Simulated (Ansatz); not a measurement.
Potential energy curve for Ga₂, triplet.

- UKS-PBE = Ansatz (a program for electronic structure) with unrestricted PBE/cc-pVTZ
- UKS-BLYP = unrestricted BLYP/cc-pVTZ (Ansatz)
- ROCCSD(T) = CCSD(T) on ROHF/cc-pVTZ, cores with 3d frozen (Ansatz)
- UCCSD(T) = CCSD(T) on UHF/cc-pVTZ, cores with 3d frozen run with Ansatz
- UCCSDT(Q) = CCSDT(Q) on UHF/cc-pVTZ, cores with 3d frozen in Ansatz
- FCI = full CI/cc-pVTZ, cores with 3d frozen run with Ansatz

Cost and accuracy over the 14 points of the scan, with FCI as yardstick. Costs are rough ratios of core time within Ansatz on shared cores, each with its mean field (Kohn-Sham runs search longer for lower solutions than correlated ones do); the miss is the largest error against full CI of the curve after the mean shift, in kJ/mol.

**Question.** Which is the cheapest of these levels that stays within 7.9 kJ/mol of FCI?

**Answer.** ROCCSD(T).

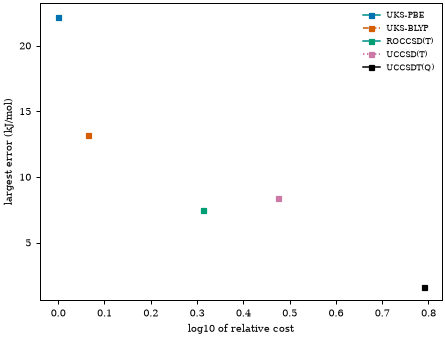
Figure. Miss against cost, one point a level.

```json
[
 {"level": "UKS-PBE", "relative cost": "1", "largest error": "22.2"},
 {"level": "UKS-BLYP", "relative cost": "1", "largest error": "13.2"},
 {"level": "ROCCSD(T)", "relative cost": "2", "largest error": "7.5"},
 {"level": "UCCSD(T)", "relative cost": "3", "largest error": "8.4"},
 {"level": "UCCSDT(Q)", "relative cost": "6", "largest error": "1.6"}
]
```

Costs within a factor of two of each other count as equal.

The scan ran from 1.76 to 8.28 Å; beyond the distances shown full CI changes its symmetry label. The T1 diagnostic of CCSD on the restricted reference of ROCCSD(T) exceeds 0.045 at 3.33 to 3.93 Å.
